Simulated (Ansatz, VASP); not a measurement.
# CdTe in two plane-wave programs

One calculation is typed for both programs; each brings its own data sets. How far apart do they land? Valence electrons are named where the data sets of a main pair hold unlike numbers.

Program: Ansatz 0.2.0. Level of theory: plane waves, with VASP 6.6.1 beside it; single point at r2SCAN, band structure at r2SCAN and band structure at r2SCAN, spin-orbit coupling. Results are calculated unless marked as measured.

**1. Set-up**

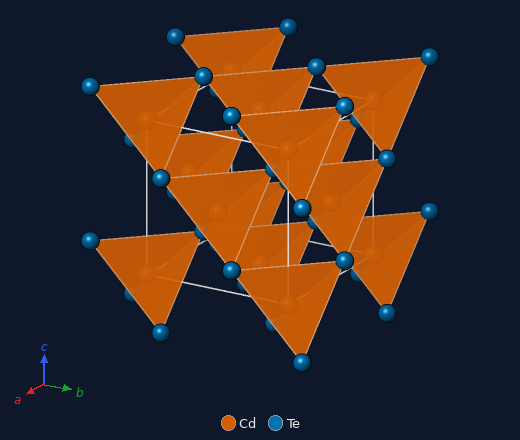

The cell as given, from a free direction (cadmium orange, tellurium blue). This picture shows the conventional cell, with its axes. Some periodic images of atoms are drawn too.

**2. Ansatz: single point, r2SCAN**

Ansatz runs on its default PAW (the set named soft_2) files.

A single point gives forces, pressure and levels at one fixed geometry, so differences don't come from the geometry; what else differs is listed under the comparison.

Input file input.yaml:

```yaml
crystal:
  lattice:
    - [0.0, 3.24, 3.24]
    - [3.24, 0.0, 3.24]
    - [3.24, 3.24, 0.0]
  atoms:
    - { symbol: Cd, position: [0.0, 0.0, 0.0] }
    - { symbol: Te, position: [0.25, 0.25, 0.25] }
hamiltonian:
  xc: r2scan
  pseudopotentials: { kind: paw }
kpoints:
  mp_grid: { grid: [5, 5, 5] }
scf:
  occupations: { method: fermi_dirac, width: 0.05 }
  n_extra_bands: 4
output:
  forces: true
  stress: true
  eigenvalues: true
```

Launch:

```bash
> ansatz run input.yaml --threads 2 --pin off --max-ram 4608MiB --backend cpu --events-out ev --progress --plain --runs-dir out
```

Numbers of over 12 decimals in the logs are rounded to 6 here.

Output:

```text
scf.n_extra_bands = 4 over 18 filled bands (N_el = 36.0): the run solves 22 bands
Engine: ansatz 0.2.0, aarch64-unknown-linux-gnu
Pseudopotentials: kind: paw
Pseudopotential: Cd, paw, valence charge 20, recommended cutoff 500 eV (meta_gga), Cd.paw.azcp
Pseudopotential: Te, paw, valence charge 16, recommended cutoff 500 eV (meta_gga), Te.paw.azcp
Functional definition: r2SCAN
  parameter k0 = 0.174
  parameter k1 = 0.065
  parameter a1 = 4.9479
  exchange = r2scan_x(k0 = k0, k1 = k1, a1 = a1)
  correlation = r2scan_c
Crystal: 2 atoms, lattice volume = 68.024 Å³
Basis set: ecut = 500 eV, 1759 PW (Γ), exchange–correlation on 144×144×144 points (64 copies of the dense FFT grid, shifted against one another)
Bands: 22, of which v1, the nominal top of the filled ones, is band 18 counted from 1 (17 counted from 0)
Symmetry: 24 space group operations
Space group: F-43m (ITA 216), of the structure as read, at distance tolerance 4.1e-5 Å
k-points: 10 of 125 (time reversal used)
Non-local potential: Cd, projectors of the file, l = 0: 3, l = 1: 2, l = 2: 2, l = 3: 1
Non-local potential: Te, projectors of the file, l = 0: 2, l = 1: 2, l = 2: 2, l = 3: 2
PAW form: soft (Blöchl's): semilocal exchange-correlation on the pseudo side does not see the compensation charge
PAW frozen core: Cd, regenerated for the run's functional (the file was generated under x = pbe(κ = 0.804, μ = 0.219515), c = pbe(β = 0.066725))
PAW frozen core: Te, regenerated for the run's functional (the file was generated under x = pbe(κ = 0.804, μ = 0.219515), c = pbe(β = 0.066725))
PAW one-centre angular grid: Cd, 590 points (default); XC on 160 Gauss nodes
PAW one-centre angular grid: Te, 590 points (default); XC on 160 Gauss nodes
Initial density: superposition of atomic densities (neutral atoms: chi_scale 0, normalization atom), corrected by the library's trained network
Initial wavefunctions: pseudopotential atomic-orbital guess
Functional: x = r2scan, c = r2scan; τ floored in thin density (d = 2e-4 eV/Å³)
SCF iter   1: F=—  HF=-15264.106569 eV  |F-HF|=—  |Δ(HF+E_count)|=         —  Δρ=4.50e-3  dr2=8.06e-3  dr2_τ=1.09e-2  ethr=1.77e-3  ⟨swp⟩=6.1  Hψ=1058  notcnv=0
preconditioner: auto → none  [insulator: Δε(μ)=1.232 eV  Ē_g=12.084 eV  σ=0.050 eV  W_gap=1.00  n_scr=14 (ndim 8)  ℏωp=19.1 eV  f_vac=0.191  D(μ)=0.00/eV (n_scr^D=0)  ε∞_Penn≈3.5]
SCF iter   2: F=—  HF=-15264.113488 eV  |F-HF|=—  |Δ(HF+E_count)|=   6.92e-3  Δρ=2.30e-3  dr2=1.51e-3  dr2_τ=3.44e-4  ethr=2.24e-5  ⟨swp⟩=3.0  Hψ=520  notcnv=0
SCF iter   3: F=—  HF=-15264.114132 eV  |F-HF|=—  |Δ(HF+E_count)|=   6.44e-4  Δρ=1.04e-3  dr2=3.63e-4  dr2_τ=4.23e-5  ethr=4.20e-6  ⟨swp⟩=2.0  Hψ=300  notcnv=0
SCF iter   4: F=—  HF=-15264.114306 eV  |F-HF|=—  |Δ(HF+E_count)|=   1.74e-4  Δρ=8.14e-5  dr2=4.02e-6  dr2_τ=2.31e-7  ethr=1.01e-6  ⟨swp⟩=2.0  Hψ=400  notcnv=0
SCF iter   5: F=—  HF=-15264.114303 eV  |F-HF|=—  |Δ(HF+E_count)|=   2.40e-6  Δρ=2.66e-5  dr2=2.01e-7  dr2_τ=1.91e-8  ethr=1.12e-8  ⟨swp⟩=2.3  Hψ=378  notcnv=0
SCF iter   6: F=-15264.114303 eV  HF=-15264.114303 eV  |F-HF|=9.01e-9  |Δ(HF+E_count)|=   1.80e-7  Δρ=6.10e-6  dr2=9.35e-9  dr2_τ=1.03e-9  ethr=2.78e-10  ⟨swp⟩=6.8  Hψ=980  notcnv=0
SCF 1 converged in 6 iterations: F = -15264.114303 eV  dr2 = 9.35e-9
  greatest PAW one-centre occupation: 1.001 electrons in one spin orbital (limit 2), on the Cd atom at site 0 (counted from 0), in its partial waves of l = 1
SCF converged after 6 iterations
Free energy (F): -15264.114303 eV
Harris-Foulkes:  -15264.114303 eV  (|F-HF|=9.01e-9)
Internal energy: -15264.114303 eV  (E = F + TS)
E sigma→0 (E₀):  -15264.114303 eV
Entropy (-TS):   -0.000000 eV (-0.000 meV/atom)
Fermi energy:    7.889573 eV
--- Per-component energies (eV) ---
  E_band       = -826.894544
  E_kinetic    = 686.045243
  E_local      = -5420.884595  (includes V_loc(G=0)·N_el)
  E_nonlocal   = -275.683384
  E_hartree    = 2735.303965
  E_xc         = -283.672468
  E_vxc        = -357.904952  (∫ρ·V_xc dr)
  E_paw        = -8792.918829  (= ΣΔE_a)
  E_vpaw       = -953.304770  (= ΣTr[D̂ρ^β])
  E_aug_tail   = -0.000032  (compensation charges beyond the density's cutoff)
  E_vtau       = 24.231356  (kinetic-family band-sum trace: ∫τ·v_τ [+ j·A + Jᵃ·Aᵃ] dr)
  E_ewald      = -3912.024287
  E_core_change = -0.279915  (= ΣΔE_core)
  E_smearing   = -0.000000  (= −TS)
  E_closure    = 0.000000  (closes the sum)
  Σ components = -15264.114303   (vs F -15264.114303, Δ=0.00e0)
--- Forces (eV/Å), atoms counted from 1 ---
  atom   1  Cd     0.00000000    -0.00000000     0.00000000
  atom   2  Te    -0.00000000     0.00000000    -0.00000000
  max |Σ_I F_I| component: 1.39e-16 eV/Å
--- Stress (GPa, compression-positive) ---
        1.624152      -0.000000      -0.000000
       -0.000000       1.624152       0.000000
       -0.000000       0.000000       1.624152
  P = ⅓ Tr σ = 1.6242 GPa (16.242 kbar)
--- Band table (eV; the first three rows and the last of 10) ---
  k-point 0: bands = [... 14 lower, -1.0982, 7.2230, 7.2230, 7.2230, 8.5007, 12.2725, 12.2725, 12.2725]
  k-point 1: bands = [... 14 lower, -1.0991, 5.1231, 6.9127, 6.9127, 9.6139, 12.5635, 12.7156, 12.7156]
  k-point 2: bands = [... 14 lower, -0.8337, 3.0780, 6.4982, 6.4982, 9.5117, 12.8606, 12.8606, 14.4371]
  k-point 9: bands = [... 14 lower, -0.5770, 3.1171, 4.8205, 5.4644, 11.5120, 11.9215, 13.0234, 15.3553]
```

It took 4.4 s on 2 threads of Arm Neoverse N1, shared host; peak memory 0.49 GiB; 8.2 s of CPU time.

The run ends at a pressure of 1.62 GPa.

**3. VASP: single point, r2SCAN**

The same cell, functional, mesh and smearing now go to VASP, with its own data sets.

Lines of VASP's logs that name or quote its potential files are left out, and so is its time.

Input file INCAR:

```
SYSTEM = CdTe
PREC = Accurate
ENCUT = 400
EDIFF = 1E-06
NELM = 100
ISMEAR = -1
SIGMA = 0.05
LREAL = .FALSE.
ALGO = Normal
METAGGA = R2SCAN
LASPH = .TRUE.
NBANDS = 15
LORBIT = 11
LWAVE = .FALSE.
LCHARG = .TRUE.
ISIF = 2
LELF = .TRUE.
LVHAR = .TRUE.
```

Input file POSCAR:

```
CdTe
1.0
    0.0000000000      3.2400000000      3.2400000000
    3.2400000000      0.0000000000      3.2400000000
    3.2400000000      3.2400000000      0.0000000000
Cd Te
1 1
Direct
    0.0000000000      0.0000000000      0.0000000000
    0.2500000000      0.2500000000      0.2500000000
```

Input file KPOINTS:

```
Automatic mesh
0
Gamma
5 5 5
0 0 0
```

The projector-augmented-wave data sets are Cd and Te (PBE family, release 64).

Launch:

```bash
> mpirun -np 2 vasp_std
```

Output:

```text
[banner, memory and clock lines left out]
running    2 mpi-ranks, on    1 nodes
 distrk:  each k-point on    2 cores,    1 groups
 distr:  one band on    1 cores,    2 groups

 POSCAR found type information on POSCAR CdTe
 POSCAR found :  2 types and       2 ions
|                                                                             |
|               ----> ADVICE to this user running VASP <----                  |
|                                                                             |
|     You enforced a specific xc type in the INCAR file but a different       |
|     [... a line on the potential file left out ...]
|     I HOPE YOU KNOW WHAT YOU ARE DOING!                                     |
|                                                                             |

 LDA part: xc-table for (None), standard interpolation
|                                                                             |
|           W    W    AA    RRRRR   N    N  II  N    N   GGGG   !!!           |
|           W    W   A  A   R    R  NN   N  II  NN   N  G    G  !!!           |
|           W    W  A    A  R    R  N N  N  II  N N  N  G       !!!           |
|           W WW W  AAAAAA  RRRRR   N  N N  II  N  N N  G  GGG   !            |
|           WW  WW  A    A  R   R   N   NN  II  N   NN  G    G                |
|           W    W  A    A  R    R  N    N  II  N    N   GGGG   !!!           |
|                                                                             |
|     The number of bands has been changed from the values supplied in        |
|     The orbitals not found in the WAVECAR file will be initialized with     |
|     random numbers, which is usually adequate. For correlated               |
|     calculations, however, you should redo the groundstate calculation.     |
|     I found NBANDS = 15. Now, NBANDS = 16.                                  |
|                                                                             |

 POSCAR, INCAR and KPOINTS ok, starting setup
 FFT: planning ... GRIDC
 FFT: planning ... GRID_SOFT
 FFT: planning ... GRID
 WAVECAR not read
 entering main loop
       N       E                     dE             d eps       ncg     rms          rms(c)
DAV:   1     0.435756005673E+02    0.43576E+02   -0.74565E+03   320   0.809E+02
DAV:   2    -0.482572380157E+02   -0.91833E+02   -0.87891E+02   384   0.225E+02
DAV:   3    -0.511607872922E+02   -0.29035E+01   -0.29009E+01   376   0.423E+01
DAV:   4    -0.511828637803E+02   -0.22076E-01   -0.22076E-01   488   0.327E+00
DAV:   5    -0.511829033404E+02   -0.39560E-04   -0.39560E-04   384   0.125E-01    0.553E+00
DAV:   6    -0.466319321728E+02    0.45510E+01   -0.28461E+00   320   0.211E+01    0.691E+00
DAV:   7    -0.466031403353E+02    0.28792E-01   -0.11729E-01   384   0.359E+00    0.459E+00
DAV:   8    -0.466120180429E+02   -0.88777E-02   -0.79801E-02   400   0.290E+00    0.934E-01
DAV:   9    -0.466150524983E+02   -0.30345E-02   -0.62278E-03   440   0.596E-01    0.349E-01
DAV:  10    -0.466147911686E+02    0.26133E-03   -0.18585E-03   368   0.458E-01    0.616E-02
DAV:  11    -0.466147870353E+02    0.41333E-05   -0.97005E-05   384   0.126E-01    0.413E-02
DAV:  12    -0.466147973127E+02   -0.10277E-04   -0.46987E-05   368   0.850E-02    0.224E-02
DAV:  13    -0.466147949874E+02    0.23253E-05   -0.11287E-05   368   0.380E-02    0.696E-03
DAV:  14    -0.466147951004E+02   -0.11301E-06   -0.21626E-07   200   0.389E-03
   1 F= -.46614795E+02 E0= -.46614795E+02  d E =-.116650E-06
```

OUTCAR, selected parts (step 3):

```text
ion  position               nearest neighbor table
   1  0.000  0.000  0.000-   2 2.81   2 2.81   2 2.81   2 2.81
   2  0.250  0.250  0.250-   1 2.81   1 2.81   1 2.81   1 2.81

  LATTYP: Found a face centered cubic cell.
 ALAT       =     6.4800000000

 Subroutine GETGRP returns: Found 24 space group operations
 (whereof 24 operations were pure point group operations)

The static configuration has the point symmetry T_d .

 Found     10 irreducible k-points:

   k-points           NKPTS =     10   k-points in BZ     NKDIM =     10   number of bands    NBANDS=     16

   dimension x,y,z NGX =    30 NGY =   30 NGZ =   30
   dimension x,y,z NGXF=    60 NGYF=   60 NGZF=   60

   ENCUT  =  400.0 eV  29.40 Ry    5.42 a.u.   7.47  7.47  7.47*2*pi/ulx,y,z

   NELECT =      18.0000    total number of electrons

 k-points in reciprocal lattice and weights: Automatic mesh
   0.00000000  0.00000000  0.00000000       0.008
   0.20000000  0.00000000  0.00000000       0.064
   0.40000000  0.00000000  0.00000000       0.064
   0.20000000  0.20000000  0.00000000       0.048
   0.40000000  0.20000000  0.00000000       0.192
  -0.40000000  0.20000000  0.00000000       0.192
  -0.20000000  0.20000000  0.00000000       0.096
   0.40000000  0.40000000  0.00000000       0.048
  -0.40000000  0.40000000  0.00000000       0.096
  -0.40000000  0.40000000  0.20000000       0.192

 average (electrostatic) potential at core
       1 -44.6063       2 -96.2971

 E-fermi :   2.7755

 k-point     1 :       0.0000    0.0000    0.0000
  band No.  band energies     occupation
    ...
      5      -6.1698      2.00000
      6      -6.1698      2.00000
      7       2.1127      2.00000
      8       2.1127      2.00000
      9       2.1127      2.00000
     10       3.3828      0.00001
     11       7.1365      0.00000
     12       7.1366      0.00000
     13       7.1366      0.00000
     14      10.0425      0.00000
    ...

 k-point     2 :       0.2000    0.0000    0.0000
  band No.  band energies     occupation
    ...
      5      -6.1706      2.00000
      6      -6.1706      2.00000
      7       0.0034      2.00000
      8       1.8004      2.00000
      9       1.8004      2.00000
     10       4.4962      0.00000
     11       7.4497      0.00000
     12       7.5806      0.00000
     13       7.5806      0.00000
     14      10.9644      0.00000
    ...

 k-point     3 :       0.4000    0.0000    0.0000
  band No.  band energies     occupation
    ...
      5      -6.1629      2.00000
      6      -5.9113      2.00000
      7      -2.0478      2.00000
      8       1.3837      2.00000
      9       1.3837      2.00000
     10       4.3899      0.00000
     11       7.7240      0.00000
     12       7.7240      0.00000
     13       9.3434      0.00000
     14      10.8113      0.00000
    ...

  Total        0.5980972      0.5980972      0.5980972     -0.0000000      0.0000000     -0.0000000
  in kB       14.0869613     14.0869613     14.0869613     -0.0000000      0.0000000     -0.0000000
  external PRESSURE =      14.0869613 kB  Pullay stress =       0.0000000 kB

  energy-cutoff  :      400.00
  volume of cell :       68.02
      direct lattice vectors                 reciprocal lattice vectors
     0.000000000  3.240000000  3.240000000    -0.154320988  0.154320988  0.154320988
     3.240000000  0.000000000  3.240000000     0.154320988 -0.154320988  0.154320988
     3.240000000  3.240000000  0.000000000     0.154320988  0.154320988 -0.154320988

 POSITION                                       TOTAL-FORCE (eV/Angst)
 -----------------------------------------------------------------------------------
      0.00000      0.00000      0.00000         0.000000     -0.000000     -0.000000
      1.62000      1.62000      1.62000        -0.000000      0.000000      0.000000
 -----------------------------------------------------------------------------------
    total drift:                               -0.000006     -0.000006     -0.000006

  FREE ENERGIE OF THE ION-ELECTRON SYSTEM (eV)
  ---------------------------------------------------
  free  energy   TOTEN  =       -46.6147951004 eV

  energy  without entropy=      -46.6147949838  energy(sigma->0) =      -46.61479504

 total charge
# of ion       s       p       d       tot
------------------------------------------
    1        0.449   0.314   9.544  10.308
    2        1.349   2.116   0.021   3.486
--------------------------------------------------
tot          1.798   2.430   9.565  13.794

[... 3 further parts left out ...]
```

The run ends at a pressure of 1.41 GPa.

**4. Differences**

Known differences besides the potentials themselves: VASP keeps PBE cores, Ansatz makes them for the functional; the data sets hold 36 valence electrons in Ansatz (on its default PAW (the set named soft_2) files) and 18 in VASP; the cutoff is 500 eV in Ansatz and 400 eV in VASP. Total energies have different zeros and are not compared.

Both answers:

| quantity | Ansatz | VASP | difference |
| --- | --- | --- | --- |
| pressure (GPa) | 1.62 | 1.41 | +0.22 |
| gap on the k mesh (eV) | 1.278 | 1.270 | +0.008 |

A gap on the mesh is an upper bound, since the band edges may lie between its points.

**5. Ansatz: band structure, r2SCAN**

Levels along a path test the potential and the projectors away from the mesh points.

input.yaml, the sections that differ from step 2:

```yaml
kpoints:
  mp_grid: { grid: [6, 6, 6] }
  band_path:
    path:
      - [0.0, 0.0, 0.0]
      - [0.16667, 0.0, 0.16667]
      - [0.33333, 0.0, 0.33333]
      - [0.5, 0.0, 0.5]
      - [0.5, 0.08333, 0.58333]
      - [0.5, 0.18333, 0.68333]
      - [0.5, 0.25, 0.75]
      - [0.45, 0.3, 0.75]
      - [0.40833, 0.34167, 0.75]
      - [0.35, 0.35, 0.7]
      - [0.225, 0.225, 0.45]
      - [0.075, 0.075, 0.15]
      - [0.03333, 0.03333, 0.03333]
      - [0.23333, 0.23333, 0.23333]
      - [0.4, 0.4, 0.4]
      - [0.51667, 0.46667, 0.51667]
      - [0.55833, 0.38333, 0.55833]
      - [0.60833, 0.28333, 0.60833]
      - [0.60833, 0.25, 0.64167]
      - [0.55833, 0.25, 0.69167]
      - [0.51667, 0.25, 0.73333]
      - [0.5, 0.3, 0.7]
      - [0.5, 0.38333, 0.61667]
      - [0.5, 0.48333, 0.51667]
      - [0.475, 0.475, 0.55]
      - [0.425, 0.425, 0.65]
      - [0.38333, 0.38333, 0.73333]
      - [0.59167, 0.18333, 0.59167]
      - [0.55, 0.1, 0.55]
      - [0.5, 0.0, 0.5]
    npoints: 1
scf:
  occupations: { method: fermi_dirac, width: 0.05 }
  n_extra_bands: 7
# crystal, hamiltonian, output: as in step 2
```

Launch:

```bash
> ansatz run input.yaml --threads 2 --pin off --max-ram 4608MiB --backend cpu --events-out ev --progress --plain --runs-dir out
```

Output:

```text
[...]
Crystal: 2 atoms, lattice volume = 68.024 Å³
Basis set: ecut = 500 eV, 1759 PW (Γ), exchange–correlation on 144×144×144 points (64 copies of the dense FFT grid, shifted against one another)
Bands: 25, of which v1, the nominal top of the filled ones, is band 18 counted from 1 (17 counted from 0)
Symmetry: 24 space group operations
[...]
k-point 0: bands = [... 14 lower, -1.0966, 7.2182, 7.2182, 7.2182, 8.4980, 12.2707, 12.2707, 12.2707, ... 3 higher]
  k-point 1: bands = [... 14 lower, -1.0976, 5.5405, 6.9886, 6.9886, 9.5157, 12.3574, 12.6162, 12.6162, ... 3 higher]
  k-point 2: bands = [... 14 lower, -0.9829, 3.6154, 6.6002, 6.6002, 9.5804, 12.8828, 12.8828, 13.9034, ... 3 higher]
  k-point 15: bands = [... 14 lower, -0.5002, 2.9739, 4.9528, 5.0574, 11.3084, 11.3139, 14.4286, 14.6785, ... 3 higher]
[key lines of the parts left out:]
SCF converged after 6 iterations
Free energy (F): -15264.124534 eV
Fermi energy:    7.886976 eV
P = ⅓ Tr σ = 1.5812 GPa (15.812 kbar)
```

Run time: 11 s. Hardware: 2 threads; peak memory 0.51 GiB; 21 s of CPU time.

(Part 1 of 2 ends here.)

[Lines on the potential files, build, host, timing and source positions are cut from VASP's logs without a mark.]

[Logs are printed without paths, hosts, clocks, repeated set-up lines and the standing remarks that a program may print on its own settings, such as how far it seeks lower states.]

[Hosts, paths, dates, database ids (printed as entryN), source tags and the programs' standing remarks are cut or masked in the printed files.]
